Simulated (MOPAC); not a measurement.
**CH5AlO: geometry relaxation (part 1 of 2)**

- system: CH5AlO, SMILES [CH3][AlH][OH]
- method: PM6-D3H4X, closed shell, dispersion D3H4X (MOPAC 23.2.5)

The atoms were displaced at random from an optimised geometry.

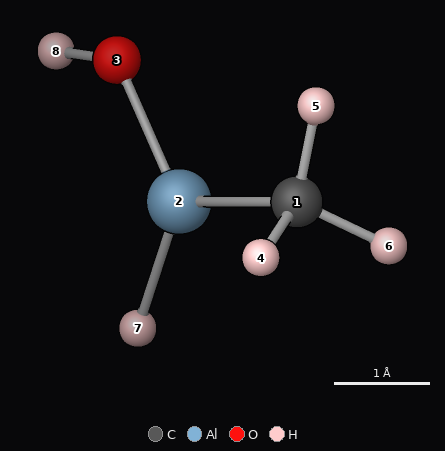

Figure 1. The starting structure (ball-and-stick view, seen at a tilt; atoms are numbered from 1 in the order of the input). Sticks mark near contacts. Bond lengths as drawn: Al–C 1.94 Å, Al–H 1.61 Å, Al–O 1.70 Å, C–H 1.07 to 1.11 Å and H–O 0.96 Å.

The input (ch5alo.mop):
```
EF DISP PRECISE GNORM=0.02 GRADIENTS CYCLES=300 PM6-D3H4X AUX(PRECISION=9) THREADS=1
job CH5AlO
[CH3][AlH][OH]
C     -0.775414     0.987380    -0.064208
Al     0.571745    -0.395063    -0.239127
O      0.539042    -1.690893     0.859716
H     -0.327043     1.942382     0.140972
H     -1.482224     0.736478     0.720356
H     -1.345542     1.114373    -1.006976
H      1.714593    -0.367538    -1.368713
H      1.180814    -2.403431     0.867872
```

Hardware: 1 thread of Arm Neoverse V2, 24 GiB of memory available, shared host.

Command:
```bash
mopac ch5alo.mop
```

The program's output:
```
MOPAC v23.2.5
PM6-D3H4X CALCULATION RESULTS

 *  PM6-D3H4   - CORRECT DISPERSION AND HYDROGEN BOND TERMS USING THE D3H4 METHOD
 *  PRECISE    - TIGHTER CRITERIA TO BE USED
 *  EF         - USE EF ROUTINE FOR MINIMUM SEARCH
 *  THREADS=1  - MULTI-THREADING NOT USED
 *  CYCLES=    - DO A MAXIMUM OF 300 STEPS
 *  GNORM      - EXIT WHEN GRADIENT NORM DROPS BELOW 0.020
 *  AUX        - OUTPUT AUXILIARY INFORMATION
 *  GRADIENTS  - ALL GRADIENTS TO BE PRINTED
 *  DISP       - PRINT DISPERSION AND HYDROGEN BOND ENERGIES
EF DISP PRECISE GNORM=0.02 GRADIENTS CYCLES=300 PM6-D3H4X AUX(PRECISION=9) THREADS=1
 job CH5AlO
 [CH3][AlH][OH]
   ATOM   CHEMICAL          X               Y               Z
  NUMBER   SYMBOL      (ANGSTROMS)     (ANGSTROMS)     (ANGSTROMS)

     1       C         -0.77541400  *   0.98738000  *  -0.06420800  *
     2      Al          0.57174500  *  -0.39506300  *  -0.23912700  *
     3       O          0.53904200  *  -1.69089300  *   0.85971600  *
     4       H         -0.32704300  *   1.94238200  *   0.14097200  *
     5       H         -1.48222400  *   0.73647800  *   0.72035600  *
     6       H         -1.34554200  *   1.11437300  *  -1.00697600  *
     7       H          1.71459300  *  -0.36753800  *  -1.36871300  *
     8       H          1.18081400  *  -2.40343100  *   0.86787200  *

          CARTESIAN COORDINATES

    NO.       ATOM           X           Y           Z

     1         C         -0.7754      0.9874     -0.0642
     2        Al          0.5717     -0.3951     -0.2391
     3         O          0.5390     -1.6909      0.8597
     4         H         -0.3270      1.9424      0.1410
     5         H         -1.4822      0.7365      0.7204
     6         H         -1.3455      1.1144     -1.0070
     7         H          1.7146     -0.3675     -1.3687
     8         H          1.1808     -2.4034      0.8679

           Empirical Formula: C H5 O Al  =     8 atoms

      MOLECULAR POINT GROUP   :   Cs

      RHF CALCULATION, NO. OF DOUBLY OCCUPIED LEVELS = 9

          Geometry optimization using EF

          DIAGONAL MATRIX USED AS START HESSIAN
```

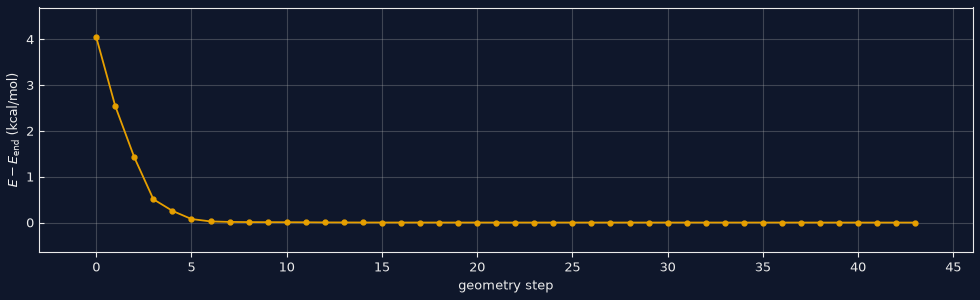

Figure 2. Progress of the relaxation, step by step (steps are counted from 0).

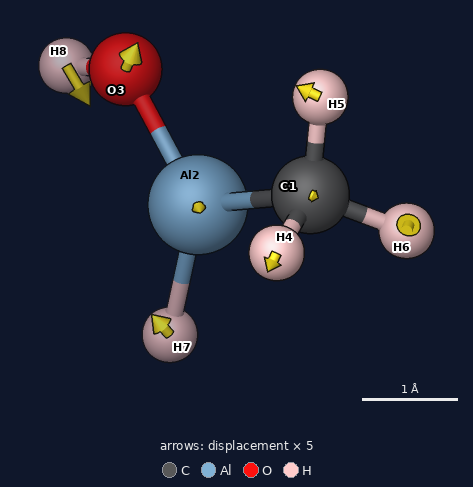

Figure 3. The starting structure with the displacements as yellow arrows, magnified 5 times (ball-and-stick view, seen at a tilt). The two geometries are laid on each other by the best rigid fit. Over 43 geometry steps the energy falls by 4.05 kcal/mol. The largest force component goes from 1.9 to 0.00015 eV/Å. The largest move after the best rigid fit is that of H8, 0.10 Å. Largest moves by element: H 0.10 Å, O 0.07 Å, Al 0.03 Å, C 0.02 Å. Among the contacts that change: Al2–O3 1.699 → 1.750 Å, Al2–H7 1.607 → 1.560 Å, C1–H4 1.075 → 1.108 Å, C1–H5 1.085 → 1.110 Å. Among the angles that change: Al2–O3–H8 124.0° → 113.0°, H4–C1–H6 106.0° → 110.5°, H5–C1–H6 107.8° → 110.7°. (Atoms are counted from 1 in the order of the input.)

```
 CYCLE:     1 TIME:   0.008 TIME LEFT:  2.00D  GRAD.:    85.175 HEAT: -39.06258
 CYCLE:     2 TIME:   0.004 TIME LEFT:  2.00D  GRAD.:    68.725 HEAT: -40.56938
 CYCLE:     3 TIME:   0.004 TIME LEFT:  2.00D  GRAD.:    45.853 HEAT: -41.68722
 CYCLE:     4 TIME:   0.000 TIME LEFT:  2.00D  GRAD.:    23.350 HEAT: -42.60054
 CYCLE:     5 TIME:   0.004 TIME LEFT:  2.00D  GRAD.:    11.454 HEAT: -42.85400
 CYCLE:     6 TIME:   0.004 TIME LEFT:  2.00D  GRAD.:     6.514 HEAT: -43.03219
 CYCLE:     7 TIME:   0.004 TIME LEFT:  2.00D  GRAD.:     4.333 HEAT: -43.08447
 CYCLE:     8 TIME:   0.000 TIME LEFT:  2.00D  GRAD.:     2.706 HEAT: -43.09519
 CYCLE:     9 TIME:   0.004 TIME LEFT:  2.00D  GRAD.:     1.670 HEAT: -43.09927
 CYCLE:    10 TIME:   0.000 TIME LEFT:  2.00D  GRAD.:     1.137 HEAT: -43.10080
 CYCLE:    11 TIME:   0.004 TIME LEFT:  2.00D  GRAD.:     1.071 HEAT: -43.10198
 CYCLE:    12 TIME:   0.000 TIME LEFT:  2.00D  GRAD.:     0.889 HEAT: -43.10337
 CYCLE:    13 TIME:   0.004 TIME LEFT:  2.00D  GRAD.:     0.948 HEAT: -43.10612
 CYCLE:    14 TIME:   0.004 TIME LEFT:  2.00D  GRAD.:     0.637 HEAT: -43.10683
 CYCLE:    15 TIME:   0.000 TIME LEFT:  2.00D  GRAD.:     0.396 HEAT: -43.10779
 CYCLE:    16 TIME:   0.004 TIME LEFT:  2.00D  GRAD.:     0.315 HEAT: -43.10814
 CYCLE:    17 TIME:   0.004 TIME LEFT:  2.00D  GRAD.:     0.217 HEAT: -43.10843
 CYCLE:    18 TIME:   0.000 TIME LEFT:  2.00D  GRAD.:     0.140 HEAT: -43.10852
 CYCLE:    19 TIME:   0.004 TIME LEFT:  2.00D  GRAD.:     0.117 HEAT: -43.10855
 CYCLE:    20 TIME:   0.000 TIME LEFT:  2.00D  GRAD.:     0.153 HEAT: -43.10863
 CYCLE:    21 TIME:   0.004 TIME LEFT:  2.00D  GRAD.:     0.136 HEAT: -43.10867
 CYCLE:    22 TIME:   0.000 TIME LEFT:  2.00D  GRAD.:     0.082 HEAT: -43.10873
 CYCLE:    23 TIME:   0.004 TIME LEFT:  2.00D  GRAD.:     0.053 HEAT: -43.10875
 CYCLE:    24 TIME:   0.000 TIME LEFT:  2.00D  GRAD.:     0.048 HEAT: -43.10876
 CYCLE:    25 TIME:   0.004 TIME LEFT:  2.00D  GRAD.:     0.057 HEAT: -43.10879
 CYCLE:    26 TIME:   0.004 TIME LEFT:  2.00D  GRAD.:     0.047 HEAT: -43.10880
 CYCLE:    27 TIME:   0.000 TIME LEFT:  2.00D  GRAD.:     0.036 HEAT: -43.10881
 CYCLE:    28 TIME:   0.004 TIME LEFT:  2.00D  GRAD.:     0.029 HEAT: -43.10881
 CYCLE:    29 TIME:   0.000 TIME LEFT:  2.00D  GRAD.:     0.022 HEAT: -43.10881
 CYCLE:    30 TIME:   0.004 TIME LEFT:  2.00D  GRAD.:     0.038 HEAT: -43.10881
 CYCLE:    31 TIME:   0.000 TIME LEFT:  2.00D  GRAD.:     0.035 HEAT: -43.10882
 CYCLE:    32 TIME:   0.004 TIME LEFT:  2.00D  GRAD.:     0.051 HEAT: -43.10883
 CYCLE:    33 TIME:   0.000 TIME LEFT:  2.00D  GRAD.:     0.050 HEAT: -43.10883
 CYCLE:    34 TIME:   0.004 TIME LEFT:  2.00D  GRAD.:     0.050 HEAT: -43.10886
 CYCLE:    35 TIME:   0.004 TIME LEFT:  2.00D  GRAD.:     0.053 HEAT: -43.10888
 CYCLE:    36 TIME:   0.000 TIME LEFT:  2.00D  GRAD.:     0.125 HEAT: -43.10898
 CYCLE:    37 TIME:   0.004 TIME LEFT:  2.00D  GRAD.:     0.116 HEAT: -43.10901
 CYCLE:    38 TIME:   0.004 TIME LEFT:  2.00D  GRAD.:     0.279 HEAT: -43.10896
 CYCLE:    39 TIME:   0.000 TIME LEFT:  2.00D  GRAD.:     0.172 HEAT: -43.10915
 CYCLE:    40 TIME:   0.004 TIME LEFT:  2.00D  GRAD.:     0.133 HEAT: -43.10921
 CYCLE:    41 TIME:   0.000 TIME LEFT:  2.00D  GRAD.:     0.136 HEAT: -43.10934
 CYCLE:    42 TIME:   0.004 TIME LEFT:  2.00D  GRAD.:     0.024 HEAT: -43.10935
 CYCLE:    43 TIME:   0.000 TIME LEFT:  2.00D  GRAD.:     0.025 HEAT: -43.10936
 CYCLE:    44 TIME:   0.004 TIME LEFT:  2.00D  GRAD.:     0.008 HEAT: -43.10936

     GRADIENT =  0.00758 IS LESS THAN CUTOFF =  0.02000

 -------------------------------------------------------------------------------
 EF DISP PRECISE GNORM=0.02 GRADIENTS CYCLES=300 PM6-D3H4X AUX(PRECISION=9) THREADS=1
 job CH5AlO
 [CH3][AlH][OH]

     GEOMETRY OPTIMISED USING EIGENVECTOR FOLLOWING (EF).
     SCF FIELD WAS ACHIEVED

                              PM6-D3H4X CALCULATION

          FINAL HEAT OF FORMATION =        -43.10936 KCAL/MOL =    -180.36956 KJ/MOL

          TOTAL ENERGY            =     -12300.82585 KCAL/MOL = ELECTRONIC ENERGY + CORE-CORE REPULSION
          ENERGY OF ATOMS         =      12253.51318 KCAL/MOL
                              SUM =        -47.31267 KCAL/MOL
          DISPERSION ENERGY       =         -0.41876 KCAL/MOL
          H - H CORRECTION ENERGY =          4.62207 KCAL/MOL
                              SUM =        -43.10936 KCAL/MOL = FINAL HEAT OF FORMATION

          TOTAL ENERGY            =       -533.41429 EV
          ELECTRONIC ENERGY       =      -1278.03500 EV
          CORE-CORE REPULSION     =        744.62070 EV
          COSMO AREA              =        103.34 SQUARE ANGSTROMS
          COSMO VOLUME            =         89.46 CUBIC ANGSTROMS

          GRADIENT NORM           =          0.00758          =       0.00268 PER ATOM
          IONIZATION POTENTIAL    =         10.926481 EV
          HOMO LUMO ENERGIES (EV) =        -10.926  1.734
          NO. OF FILLED LEVELS    =          9
          MOLECULAR WEIGHT        =         60.0314         POINT GROUP:  Cs

          MOLECULAR DIMENSIONS (Angstroms)

            Atom       Atom       Distance
            H     8    H     6     4.61687
            H     7    H     5     3.53478
            H     6    H     4     1.77519

          SCF CALCULATIONS        =         48

          WALL-CLOCK TIME         =      0.117 SECONDS
          COMPUTATION TIME        =      0.075 SECONDS

       FINAL  POINT  AND  DERIVATIVES

   PARAMETER     ATOM    TYPE            VALUE        GRADIENT
      1          1  C    CARTESIAN X    -0.781986     -0.000245  KCAL/ANGSTROM
      2          1  C    CARTESIAN Y     0.987538      0.002287  KCAL/ANGSTROM
      3          1  C    CARTESIAN Z    -0.070680      0.000174  KCAL/ANGSTROM
      4          2 Al    CARTESIAN X     0.583875      0.000213  KCAL/ANGSTROM
      5          2 Al    CARTESIAN Y    -0.376174      0.000155  KCAL/ANGSTROM
      6          2 Al    CARTESIAN Z    -0.254076      0.000507  KCAL/ANGSTROM
      7          3  O    CARTESIAN X     0.501783      0.001809  KCAL/ANGSTROM
      8          3  O    CARTESIAN Y    -1.697913      0.002147  KCAL/ANGSTROM
      9          3  O    CARTESIAN Z     0.890563     -0.000854  KCAL/ANGSTROM
     10          4  H    CARTESIAN X    -0.285774      0.000826  KCAL/ANGSTROM
     11          4  H    CARTESIAN Y     1.956776     -0.002537  KCAL/ANGSTROM
     12          4  H    CARTESIAN Z     0.131897     -0.000502  KCAL/ANGSTROM
     13          5  H    CARTESIAN X    -1.439396     -0.000856  KCAL/ANGSTROM
     14          5  H    CARTESIAN Y     0.699855     -0.000499  KCAL/ANGSTROM
     15          5  H    CARTESIAN Z     0.775594     -0.002339  KCAL/ANGSTROM
     16          6  H    CARTESIAN X    -1.358982     -0.003462  KCAL/ANGSTROM
     17          6  H    CARTESIAN Y     1.036395      0.001331  KCAL/ANGSTROM
     18          6  H    CARTESIAN Z    -1.014788      0.002423  KCAL/ANGSTROM
     19          7  H    CARTESIAN X     1.720889      0.002125  KCAL/ANGSTROM
     20          7  H    CARTESIAN Y    -0.378019     -0.002051  KCAL/ANGSTROM
     21          7  H    CARTESIAN Z    -1.321907      0.000373  KCAL/ANGSTROM
     22          8  H    CARTESIAN X     1.212237     -0.000410  KCAL/ANGSTROM
     23          8  H    CARTESIAN Y    -2.363050     -0.000832  KCAL/ANGSTROM
     24          8  H    CARTESIAN Z     0.759501      0.000219  KCAL/ANGSTROM

   ATOM   CHEMICAL          X               Y               Z
  NUMBER   SYMBOL      (ANGSTROMS)     (ANGSTROMS)     (ANGSTROMS)

     1       C         -0.78198596  *   0.98753799  *  -0.07068012  *
     2      Al          0.58387458  *  -0.37617387  *  -0.25407554  *
     3       O          0.50178319  *  -1.69791332  *   0.89056267  *
     4       H         -0.28577411  *   1.95677621  *   0.13189681  *
     5       H         -1.43939601  *   0.69985511  *   0.77559414  *
     6       H         -1.35898185  *   1.03639527  *  -1.01478807  *
     7       H          1.72088904  *  -0.37801909  *  -1.32190726  *
     8       H          1.21223689  *  -2.36305036  *   0.75950122  *

                             CARTESIAN COORDINATES

   1    C       -0.781985960     0.987537993    -0.070680122
   2   Al        0.583874582    -0.376173873    -0.254075538
   3    O        0.501783193    -1.697913321     0.890562672
   4    H       -0.285774106     1.956776211     0.131896806
   5    H       -1.439396015     0.699855113     0.775594139
   6    H       -1.358981855     1.036395274    -1.014788072
   7    H        1.720889038    -0.378019095    -1.321907264
   8    H        1.212236892    -2.363050360     0.759501216
```
